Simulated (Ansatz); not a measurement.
# Br2Cl2Hf (SMILES [Cl][Hf]([Cl])([Br])[Br]): what the fields show

Input file:

```
basis:
  gaussian: {orbitals: def2-TZVPD}
crystal:
  periodic: [false, false, false]
  atoms:
    - symbol: Br
      position_ang: [-0.651791, -0.350365, 2.326468]
    - symbol: Br
      position_ang: [0.395739, 2.360941, -0.465396]
    - symbol: Cl
      position_ang: [-1.682126, -0.817863, -1.423125]
    - symbol: Cl
      position_ang: [1.974274, -1.223376, -0.445023]
    - symbol: Hf
      position_ang: [0.013804, -0.043036, -0.034324]
hamiltonian: {xc: {name: PBE0}}
output: {forces: true, orbitals: {seedname: orbitals}}
```

Launched as:

```sh
ansatz run input.yaml --threads 2 --pin off --max-ram 6090MiB --events-out events.jsonl --progress --plain --runs-dir runs
```

Geometry: PBE0-D4/def2-SVP; core potentials replace the inner electrons of Hf.

Level of theory: isolated molecule in a Gaussian basis; Kohn-Sham density functional theory, functional PBE0 in Ansatz.

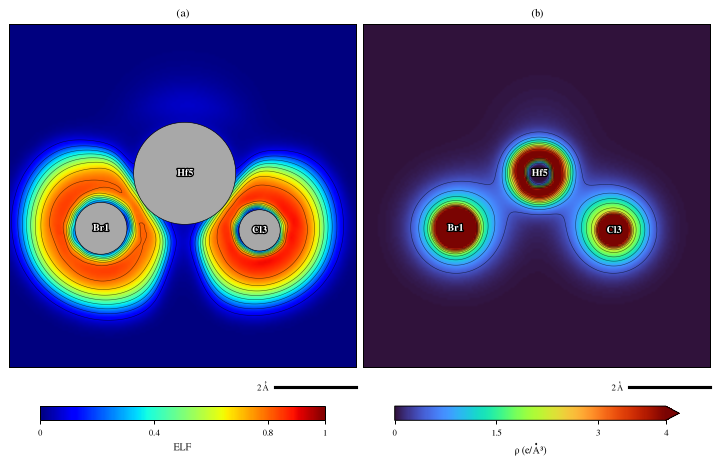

Figure 1. (a) ELF; (b) electron density on the plane of atoms Br1, Hf5 and Cl3. Grey discs cover the atomic cores in the ELF map.

Q: What does the map show?

A: The section cuts through Br, Cl and Hf sites.
Hf–Cl (2.32 Å): the density is about 0.64 e/Å³ at the midpoint; the ELF peaks at about 0.85 in the valence shell of Cl, 0.8 Å from its nucleus, and is about 0.40 at the midpoint.
Hf–Br (2.47 Å): ρ at the midpoint is about 0.57 e/Å³; the ELF peaks at about 0.80 in the valence shell of Br, 1.0 Å from its nucleus, and is about 0.45 at the midpoint.

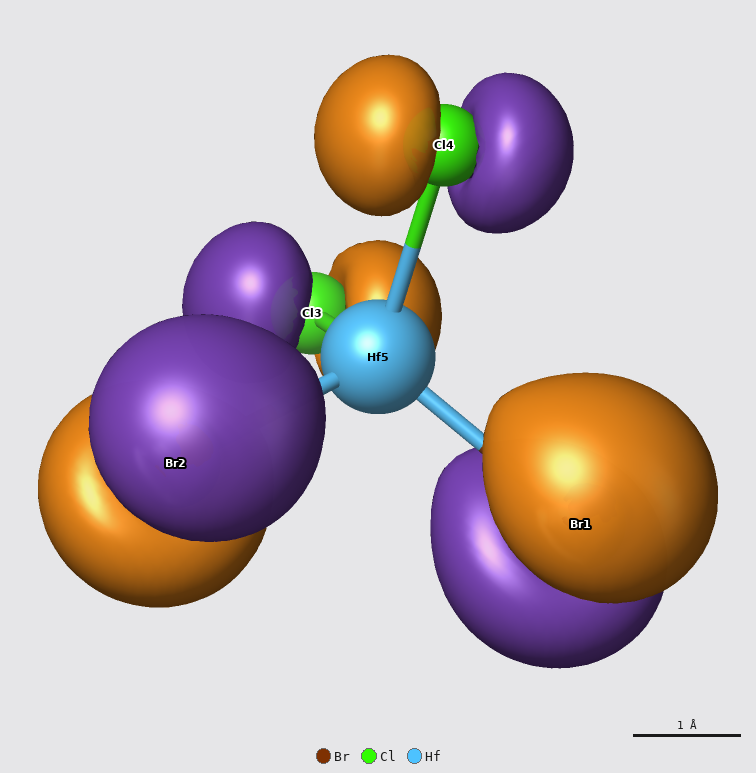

Figure 2. The HOMO−1 at ±0.1 Å⁻³ᐟ² (orange and purple are the two phases), seen at a tilt.

Q: Describe this orbital and give its energy.

A: It lies mainly on Br1 (about 35 %), Br2 (about 35 %), Cl3 (about 10 %) and Cl4 (about 10 %); largely a combination of lone pairs on Br1, Br2, Cl3 and Cl4. Its energy is −9.19 eV.

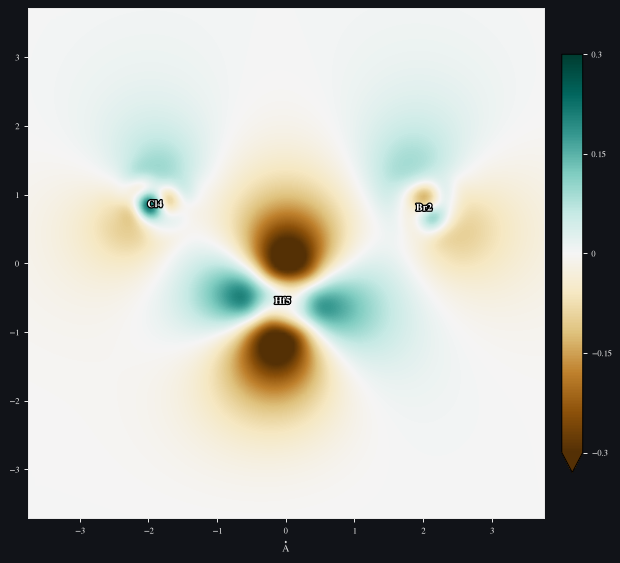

Figure 3. The LUMO on the plane of atoms Br2, Hf5 and Cl4 (values in Å⁻³ᐟ²; the overall sign is arbitrary).

Q: Describe this orbital and give its energy.

A: It lies mainly on Hf5 (about 65 %), Br1 (about 10 %), Br2 (about 10 %), Cl3 (about 5 %) and Cl4 (about 5 %). Its energy is −2.36 eV.
